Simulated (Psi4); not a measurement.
# A workflow on BH4N (SMILES BN)

We compute a structure relaxation (B3LYP-D4/6-31G**), then vibrational wavenumbers, then the energy (SCS-MP2/aug-cc-pVDZ) of BH4N. 

The results are computed with Psi4 1.11.

## Step 1: The structure to begin with

BH4N: 6 atoms, total charge 0, spin state singlet. As SMILES, `BN`. The shape is that of a PBE0-D4/def2-TZVP optimisation. The run starts from this shape.

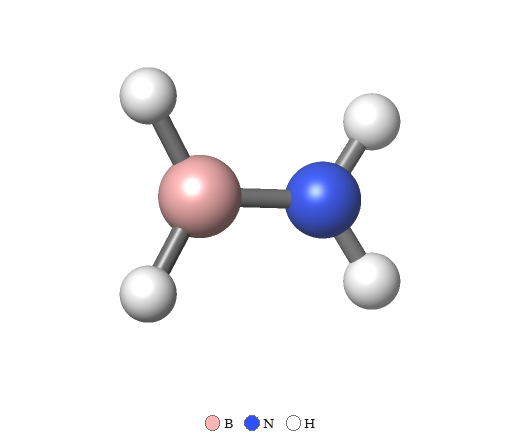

Viewed from a chosen angle; boron pink, nitrogen blue, hydrogen white.

## Step 2: A geometry optimisation at B3LYP-D4/6-31G(d,p) (density fitting, Cartesian functions) (run 1)

File calc.dat:

```
memory 1600 mb

molecule geom {
  0 1
  B     -0.128200    -0.679600    -0.025600
  N      0.146100     0.677400     0.010800
  H      0.225800    -1.368000     0.887500
  H     -0.712000    -1.128700    -0.969200
  H     -0.121600     1.313700    -0.720800
  H      0.632000     1.121400     0.771300
  symmetry c1
}

set {
  geom_maxiter 60
}

e, wfn = optimize("b3lyp-d4/6-31G**", return_wfn=True)
```

The run is started by

```
$ psi4 -i calc.dat -o calc.out -n 1
```

calc.out:

```text
Psi4 1.11 release

gradient() will perform analytic gradient computation.

   => Loading Basis Set <=

    Name: 6-31G**
    Role: ORBITAL
    Keyword: BASIS

   => B3LYP-D4(BJ,EEQ)ATM: Empirical Dispersion <=

        a1 =       0.408680
        a2 =       4.538071
       alp =      16.000000
        s6 =       1.000000
        s8 =       2.029294
        s9 =       1.000000
        ga =       3.000000
        gc =       2.000000
        wf =       6.000000

[... 165 lines left out ...]
   @DF-RKS iter   3:   -82.04402223731462   -3.97150e-01   2.11958e-03 ADIIS/DIIS
[... 43 lines left out ...]
    DFT Exchange-Correlation Energy =     -10.1074038061406082
[... 404 lines left out ...]
                           Total Energy        Delta E     RMS |[F,P]|
[... 44 lines left out ...]
    One-Electron Energy =                -173.3660874454566851
[... 190 lines left out ...]
	  Convergence Criteria     1.00e-06 *    3.00e-04 *             o    1.20e-03 *             o
[... 14 lines left out ...]
    Final optimized geometry and variables:
    Molecular point group: c1
    Full point group: C1

    Geometry (in Angstrom), charge = 0, multiplicity = 1:

    B           -0.151495356201    -0.749708114913    -0.020112516296
    N            0.123873876582     0.612960980714     0.016439435749
    H            0.201575165564    -1.438301721042     0.891513295242
    H           -0.734695566374    -1.199392274801    -0.962201625107
    H           -0.144605235736     1.251789315811    -0.717495127089
    H            0.611487527921     1.058891164505     0.779473808311

    Psi4 run time: 0:00:12.68
```

The script printed:

```text
Optimizer: Optimization complete!
```

Run time: 15 s. Hardware: 1 thread of AMD EPYC 7R43 (Zen 3), shared host; peak memory 0.42 GiB.

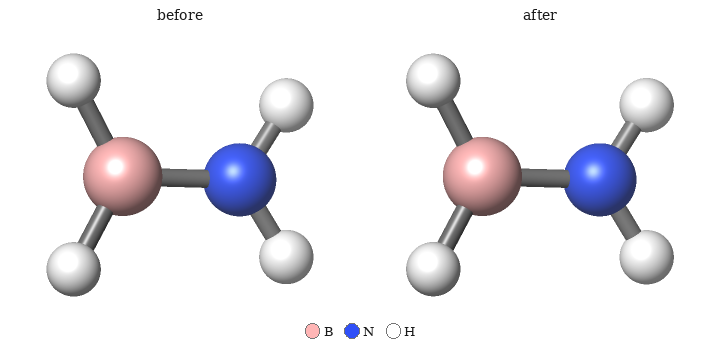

Before and after, at one scale.

After the run. Bond lengths: B1–N2 1.391 Å, B1–H3 1.196 Å, B1–H4 1.196 Å, N2–H5 1.009 Å, N2–H6 1.009 Å. Angles: B1–N2–H5 123.3°, B1–N2–H6 123.3°, N2–B1–H3 119.1°, N2–B1–H4 119.1°, H5–N2–H6 113.5°, H3–B1–H4 121.9°.

## Step 3: The harmonic vibrations at B3LYP-D4/6-31G(d,p) (density fitting, Cartesian functions) (run 2)

File bh4n.sdf:

```

     RDKit          3D

  6  5  0  0  0  0  0  0  0  0999 V2000
   -0.1288   -0.6829   -0.0257 B   0  0  0  0  0  0  0  0  0  0  0  0
    0.1466    0.6798    0.0109 N   0  0  0  0  0  0  0  0  0  0  0  0
    0.2243   -1.3714    0.8859 H   0  0  0  0  0  0  0  0  0  0  0  0
   -0.7120   -1.1325   -0.9678 H   0  0  0  0  0  0  0  0  0  0  0  0
   -0.1219    1.3186   -0.7231 H   0  0  0  0  0  0  0  0  0  0  0  0
    0.6342    1.1257    0.7739 H   0  0  0  0  0  0  0  0  0  0  0  0
  2  1  1  0
  3  1  1  0
  4  1  1  0
  5  2  1  0
  6  2  1  0
M  END
$$$$
```

File job.py:

```python
import psi4
from rdkit import Chem

psi4.set_memory('1600 MB')
psi4.set_num_threads(1)
psi4.set_output_file('bh4n.out', False)

rd = Chem.SDMolSupplier('bh4n.sdf', removeHs=False, sanitize=False)[0]
xyz = rd.GetConformer().GetPositions()
atoms = '\n'.join(f'{a.GetSymbol()} {x:.4f} {y:.4f} {z:.4f}' for a, (x, y, z) in zip(rd.GetAtoms(), xyz))
mol = psi4.geometry('0 1\n' + atoms + '\nsymmetry c1')

psi4.set_options({
    't': 298.15,
    'rotational_symmetry_number': 2,
})

e_tot = psi4.frequency('b3lyp-d4/6-31G**')
print(f'total energy {e_tot:.8f} hartree = {e_tot * 27.211386:.5f} eV')
for k in ('ZPVE', 'ENTHALPY', 'GIBBS FREE ENERGY'):
    print(f'{k}: {psi4.variable(k):.8f} Eh')
for k, v in sorted(psi4.core.scalar_variables().items()):
    print(f'{k:45s} {v:18.10f}')
```

The run is started by

```
$ python job.py
```

bh4n.out:

```text
Psi4 1.11 release

         ----------------------------------------------------------
                                   FINDIF
         ----------------------------------------------------------

[... 856 lines left out ...]
   @DF-RKS iter   6:   -82.05097089522494   -3.23784e-06   3.48908e-06 DIIS
[... 1116 lines left out ...]
    Nuclear Repulsion Energy =             32.2196250040414753
[... 1150 lines left out ...]
    Empirical Dispersion Energy =          -0.0027239103575082
[... 1227 lines left out ...]
    Weights Tolerance      =       1.00E-15
[... 1289 lines left out ...]
    Translational S                         36.033 [cal/(mol K)]      150.760 [J/(mol K)]       0.05742163 [mEh/K] (mol. weight = 29.0437 [u], P = 101325.00 [Pa])
[... 58 lines left out ...]
[set-up sections that repeat, and orbital energies of the middle runs, are left out above]
```

On the terminal:

```text
Warning: used thermodynamics relations inappropriate for low-frequency modes: ['597.0641']
total energy -82.05097145 hartree = -2232.72066 eV
ZPVE: 0.04809149 Eh
ENTHALPY: -81.99869576 Eh
GIBBS FREE ENERGY: -82.02463488 Eh
B3LYP-D4(BJ,EEQ)ATM DISPERSION CORRECTION ENERGY      -0.0027239646
CURRENT ENERGY                                    -82.0509714485
CURRENT REFERENCE ENERGY                          -82.0509714485
DD SOLVATION ENERGY                                 0.0000000000
DFT FUNCTIONAL TOTAL ENERGY                       -82.0482474839
DFT TOTAL ENERGY                                  -82.0509714485
DFT VV10 ENERGY                                     0.0000000000
DFT XC ENERGY                                     -10.1032112378
DISPERSION CORRECTION ENERGY                       -0.0027239646
ENTHALPY                                          -81.9986957578
ENTHALPY CORRECTION                                 0.0522756907
FINDIF NUMBER                                      31.0000000000
GIBBS FREE ENERGY                                 -82.0246348763
GIBBS FREE ENERGY CORRECTION                        0.0263365722
GRID ELECTRONS ALPHA                                8.0000028757
GRID ELECTRONS BETA                                 8.0000028757
GRID ELECTRONS TOTAL                               16.0000057515
NUCLEAR REPULSION ENERGY                           32.2195883103
ONE-ELECTRON ENERGY                              -173.3659504804
PCM POLARIZATION ENERGY                             0.0000000000
PE ENERGY                                           0.0000000000
SCF ITERATION ENERGY                              -82.0509714485
SCF ITERATIONS                                      9.0000000000
SCF TOTAL ENERGY                                  -82.0509714485
THERMAL ENERGY                                    -81.9996399424
THERMAL ENERGY CORRECTION                           0.0513315061
TWO-ELECTRON ENERGY                                69.2013259240
ZERO K ENTHALPY                                   -82.0028799619
ZPVE                                                0.0480914866
```

Wall time 2.6 min (1 thread of AMD EPYC 7R43 (Zen 3), shared host); peak memory 0.44 GiB.

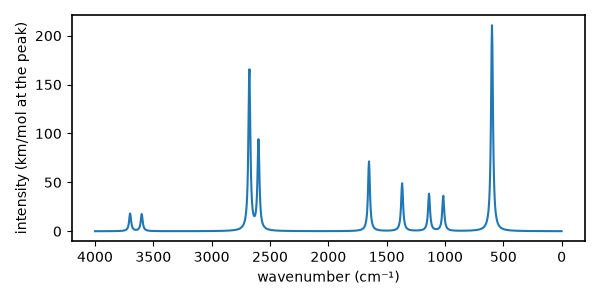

Harmonic infrared spectrum, unscaled, lines broadened by 10 cm⁻¹.

## Step 4: The energy at SCS-MP2/aug-cc-pVDZ (density fitting) (run 3)

File input.in:

```
memory 1600 mb

molecule {
  B
  N 1 R2
  H 1 R3 2 A3
  H 1 R4 3 A4 2 D4
  H 2 R5 1 A5 4 D5
  H 2 R6 5 A6 1 D6

  R2 = 1.390695
  R3 = 1.195777
  A3 = 119.06145
  R4 = 1.195772
  A4 = 121.87602
  D4 = -179.99306
  R5 = 1.009378
  A5 = 123.25459
  D5 = -0.00107
  R6 = 1.009376
  A6 = 113.48754
  D6 = -179.99583
}

set {
  basis       aug-cc-pVDZ
  freeze_core true
}

e, wfn = energy("scs-mp2", return_wfn=True)
```

The run is started by

```
$ psi4 -i input.in -o input.out -n 1
```

input.out:

```text
Psi4 1.11 release

   => Loading Basis Set <=

    Name: AUG-CC-PVDZ
    Role: ORBITAL
    Keyword: BASIS

         ---------------------------------------------------------
                                   SCF
                              RHF Reference
                        1 Threads,   1525 MiB Core
         ---------------------------------------------------------

  ==> Geometry <==

    Molecular point group: c1
    Full point group: C1

    Geometry (in Angstrom), charge = 0, multiplicity = 1:

[... 92 lines left out ...]
   @RHF iter   4:   -81.50506830705038   -7.18332e-04   8.68000e-05 DIIS
[... 27 lines left out ...]
    Final Occupation by Irrep:
[... 29 lines left out ...]
 Dipole Z            :          0.2393355            0.4149505            0.6542860
[... 122 lines left out ...]
  PCG_CONVERGENCE               => (empty)
[... 77 lines left out ...]
	MP2 Total Energy (a.u.)            :   -81.78199752471586
[... 2 lines left out ...]
	total time  =          2 seconds =       0.03 minutes

    Psi4 run time: 0:00:07.34
```

It took 9.3 s on 1 thread of AMD EPYC 7R43 (Zen 3), shared host; peak memory 0.38 GiB.

## Step 5: Results

| quantity | value |
| --- | --- |
| run 1, B3LYP-D4/6-31G**: total energy at the end | -82.05097 Eh |
| run 1, B3LYP-D4/6-31G**: dipole moment | 2.11 D |
| run 1, B3LYP-D4/6-31G**: HOMO energy | -8.03 eV |
| run 1, B3LYP-D4/6-31G**: LUMO energy | 0.65 eV |
| run 1, B3LYP-D4/6-31G**: HOMO–LUMO gap | 8.67 eV |
| run 1, B3LYP-D4/6-31G**: dispersion energy | -7.15 kJ/mol |
| run 2, B3LYP-D4/6-31G**: lowest harmonic wavenumber | 597 cm⁻¹ |
| run 2, B3LYP-D4/6-31G**: highest harmonic wavenumber | 3699 cm⁻¹ |
| run 2, B3LYP-D4/6-31G**: zero-point energy | 126.3 kJ/mol |
| run 2, B3LYP-D4/6-31G**: ideal-gas entropy at 298.15 K (symmetry number 2 as used) | 54.6 cal/(mol K) |
| run 3, SCS-MP2/aug-cc-pVDZ: total energy | -81.78496 Eh |
| run 3, SCS-MP2/aug-cc-pVDZ: HOMO energy (Hartree–Fock orbitals) | -11.92 eV |
| run 3, SCS-MP2/aug-cc-pVDZ: LUMO energy (Hartree–Fock orbitals) | 0.96 eV |
| run 3, SCS-MP2/aug-cc-pVDZ: HOMO–LUMO gap (Hartree–Fock orbitals) | 12.89 eV |
| run 3, SCS-MP2/aug-cc-pVDZ: correlation energy (2 core orbitals frozen) | -279.9 mEh |

In words: The optimisation (run 1, B3LYP-D4/6-31G**) took 2 steps and changed the energy by -0.001 eV. All 12 modes are real, so the shape is a minimum at this level.
